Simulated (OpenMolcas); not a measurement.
Fe²⁺ complex: multiconfigurational calculation (part 2 of 2)

Continued. System: Fe²⁺ with 6 ligands (F; octahedron, 2.263 Å), embedded in CsCaF3 by model potentials and point charges, whose field is part of the energies. Method: state-averaged CASSCF, active space 6 electrons in the shell 3d, basis ANO-RCC-VTZP on the metal and ANO-RCC-VDZP on the ligands, DKH2 scalar Hamiltonian, spin-orbit coupling by RASSI with atomic mean-field integrals (OpenMolcas).

Output (extracts), continued:
```
--- RASSI ---
SPIN-FREE ENERGIES:
  (Shifted by EMIN (a.u.) =      -1870.3916201042)

 SF State       Relative EMIN(au)   Rel lowest level(eV)    D:o, cm**(-1)

     1             0.0000000000        0.0000000000              0.0000
     2             0.0000000000        0.0000000000              0.0000
     3             0.0000000000        0.0000000000              0.0000
     4             0.0221393094        0.6024413004           4859.0168
     5             0.0221393094        0.6024413004           4859.0168
     6             0.0898930600        2.4461147773          19729.2462
     7             0.0898930600        2.4461147773          19729.2462
     8             0.0898930600        2.4461147773          19729.2462
     9             0.0985452166        2.6815519529          21628.1751
    10             0.0985452166        2.6815519529          21628.1751
    11             0.0985452166        2.6815519529          21628.1751
    12             0.1058502653        2.8803324527          23231.4480
    13             0.1058502653        2.8803324527          23231.4480
    14             0.1058502653        2.8803324527          23231.4480
    15             0.1140368882        3.1031018102          25028.2040
    16             0.1140368882        3.1031018102          25028.2040
    17             0.1190333601        3.2390627390          26124.8028
    18             0.1190333601        3.2390627390          26124.8028
    19             0.1190333601        3.2390627390          26124.8028
    20             0.1198049564        3.2600589415          26294.1486
    21             0.1198049564        3.2600589415          26294.1486
    22             0.1198049564        3.2600589415          26294.1486
    51             0.1225822885        3.3356339996          26903.7026
    23             0.1308911432        3.5617294542          28727.2854
    25             0.1317896883        3.5861801127          28924.4933
    26             0.1317896883        3.5861801127          28924.4933
    24             0.1317896883        3.5861801127          28924.4933
    28             0.1322463642        3.5986068953          29024.7220
    29             0.1322463642        3.5986068953          29024.7220
    27             0.1322463642        3.5986068953          29024.7220
    52             0.1363261222        3.7096227662          29920.1254
    53             0.1363261222        3.7096227662          29920.1254
    54             0.1363261222        3.7096227662          29920.1254
    30             0.1384891375        3.7684814116          30394.8524
    31             0.1384891375        3.7684814116          30394.8524
    32             0.1474991673        4.0136568134          32372.3254
    55             0.1494763747        4.0674593656          32806.2722
    56             0.1494763747        4.0674593656          32806.2722
    57             0.1494763747        4.0674593656          32806.2722
    34             0.1523501862        4.1456597612          33437.0010
Eigenvalues of complex Hamiltonian:
   -----------------------------------
  (Shifted by EMIN (a.u.) =      -1870.3916201042)

 SO State       Relative EMIN(au)   Rel lowest level(eV)    D:o, cm**(-1)

     1            -0.0015519172        0.0000000000              0.0000
     2            -0.0015519172        0.0000000000              0.0000
     3            -0.0015519172        0.0000000000              0.0000
     4            -0.0007018887        0.0231304543            186.5597
     5            -0.0007018887        0.0231304543            186.5597
     6            -0.0006279610        0.0251421304            202.7850
     7            -0.0006279610        0.0251421304            202.7850
     8            -0.0006279610        0.0251421304            202.7850
     9             0.0005335850        0.0567494056            457.7148
    10             0.0007092393        0.0615292039            496.2665
    11             0.0007092393        0.0615292039            496.2665
    12             0.0007092393        0.0615292039            496.2665
    13             0.0008314168        0.0648538240            523.0814
    14             0.0008314168        0.0648538240            523.0814
    15             0.0008314168        0.0648538240            523.0814
    16             0.0220673457        0.6427128875           5183.8290
    17             0.0221080200        0.6438196906           5192.7560
    18             0.0221080200        0.6438196906           5192.7560
    19             0.0221080200        0.6438196906           5192.7560
    20             0.0221483201        0.6449163112           5201.6008
    21             0.0221483201        0.6449163112           5201.6008
    22             0.0221946098        0.6461759184           5211.7603
    23             0.0221946098        0.6461759184           5211.7603
    24             0.0221946098        0.6461759184           5211.7603
    25             0.0222404802        0.6474241168           5221.8277
    26             0.0889178414        2.4618075463          19855.8169
    27             0.0889178414        2.4618075461          19855.8169
    28             0.0890373957        2.4650607841          19882.0561
    29             0.0890373957        2.4650607840          19882.0561
    30             0.0890373957        2.4650607840          19882.0561
    31             0.0905064304        2.5050352544          20204.4719
    32             0.0905064304        2.5050352546          20204.4719
    33             0.0905064304        2.5050352545          20204.4719
    34             0.0905145793        2.5052569982          20206.2604
    35             0.0979599011        2.7078545257          21840.3197
    36             0.0982170897        2.7148529845          21896.7660
    37             0.0982170898        2.7148529846          21896.7660
    38             0.0982170898        2.7148529846          21896.7660
    39             0.0984373736        2.7208472131          21945.1127
    40             0.0984373736        2.7208472129          21945.1127
    41             0.0984373736        2.7208472129          21945.1127
Weights of the five most important spin-orbit-free states for each spin-orbit state.

 SO State  Total energy (au)           Spin-free states, spin, and weights
 -------------------------------------------------------------------------------------------------------
    1        -0.001552       3 2.0  0.3778    2 2.0  0.3108    1 2.0  0.3091    4 2.0  0.0014   23 1.0  0.0004
    2        -0.001552       2 2.0  0.3794    3 2.0  0.3107    1 2.0  0.3076    4 2.0  0.0009    5 2.0  0.0007
    3        -0.001552       1 2.0  0.3810    3 2.0  0.3092    2 2.0  0.3074    5 2.0  0.0015   23 1.0  0.0004
    4        -0.000702       3 2.0  0.6625    1 2.0  0.1665    2 2.0  0.1648    4 2.0  0.0027    5 2.0  0.0027
    5        -0.000702       2 2.0  0.4977    1 2.0  0.4960    4 2.0  0.0027    5 2.0  0.0027   29 1.0  0.0001
    6        -0.000628       3 2.0  0.7423    2 2.0  0.1268    1 2.0  0.1268    5 2.0  0.0030    4 2.0  0.0003
    7        -0.000628       2 2.0  0.6963    1 2.0  0.1728    3 2.0  0.1268    5 2.0  0.0017    4 2.0  0.0016
    8        -0.000628       1 2.0  0.6963    2 2.0  0.1728    3 2.0  0.1268    4 2.0  0.0031    5 2.0  0.0003
    9         0.000534       3 2.0  0.3290    1 2.0  0.3290    2 2.0  0.3290    4 2.0  0.0057    5 2.0  0.0057
   10         0.000709       3 2.0  0.3723    1 2.0  0.3312    2 2.0  0.2904    4 2.0  0.0031    5 2.0  0.0020
   11         0.000709       3 2.0  0.3723    2 2.0  0.3312    1 2.0  0.2904    4 2.0  0.0040    5 2.0  0.0011
   12         0.000709       2 2.0  0.3723    1 2.0  0.3723    3 2.0  0.2493    5 2.0  0.0046    4 2.0  0.0005
```

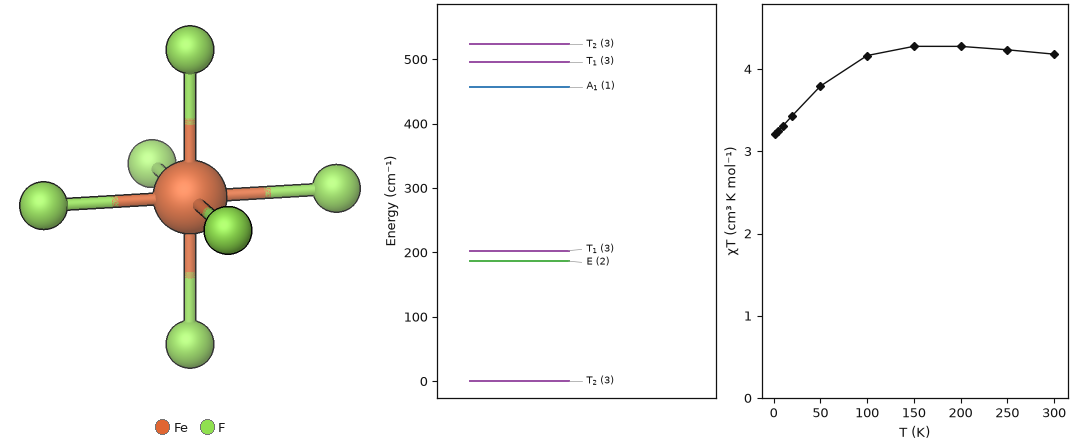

**Figure 1.** Fe²⁺ (3d⁶) as a dopant in CsCaF₃, a cluster with its 6 nearest F⁻ at 2.263 Å (octahedron) embedded in model potentials and point charges; the geometry was set, not optimised, and its levels and susceptibility. Labels give the representation in O, Td, D4 or D3 as the site allows (double group for half-integer spin) where it could be assigned and, in brackets, the degeneracy; spin-free states, where drawn, share the zero of the spin-orbit levels. Powder susceptibility by Van Vleck's formula. The ground level is T₂, 3-fold degenerate, 100 % from states of spin multiplicity 5. The next level lies at 187 cm⁻¹ (E). χT is 3.21 cm³ K mol⁻¹ at 2 K and 4.18 at 300 K, an effective moment of 5.78 μB. The active orbitals hold 97 to 99 % metal character (Löwdin), and the Mulliken charge of the metal is +1.74.

Key numbers:

- outcome: converged
- energy of the lowest spin-free term: −1870.39162 hartree
- energy of the lowest spin-orbit level: −1870.39317 hartree
- largest spread among components of a term: 0.0 cm⁻¹
- wall time: 38 s
- peak memory: 0.2 GiB

Notes:

Without dynamic correlation the splittings between terms come out too large, often by 20 to 50 %. Caveats: small active space favours high spin, ground spin may be wrong; the geometry is set by hand, with no relaxation.
